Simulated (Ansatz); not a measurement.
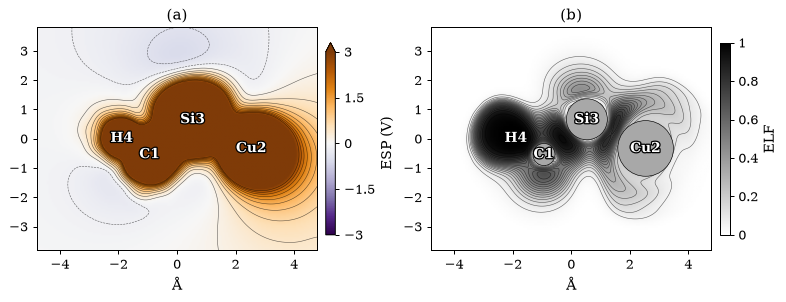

Figure. CH$_{5}$CuSi (SMILES C[SiH2][Cu]). (a) molecular electrostatic potential; (b) ELF on the plane of atoms C1, Si3 and Cu2. Grey discs cover the atomic cores in the ELF map.

Geometry: PBE0-D3(BJ)/def2-SVP.

These are results of isolated molecule in a Gaussian basis; Kohn-Sham density functional theory, functional PBE0 in Ansatz, not measurements.

```csv
atom,x (Å),y (Å),z (Å)
C,0.9191,-0.7236,1.4485
Cu,-0.1969,2.5717,1.4078
Si,-0.3104,0.4704,0.6363
H,0.8109,-1.7351,1.0256
H,0.7496,-0.7860,2.5341
H,1.9560,-0.3931,1.2855
H,-0.0706,0.4373,-0.8489
H,-1.6930,-0.0914,0.8297
```

Q: Interpret the plot.

A:
- The section cuts through C, Cu, Si and H sites.
- C–Si (1.90 Å): the ELF peaks at about 0.95 between the atoms: a covalent bond.
- Cu–Si (2.24 Å): the ELF peaks at about 0.80 between the atoms.
- C–H (1.10 Å): the ELF climbs to about 1 towards the hydrogen, as it does in any bond to H (an ordinary covalent bond to hydrogen).
- Outside the dense part of the molecule the potential is most negative (−0.6 V) near H8, which lies off the plane.
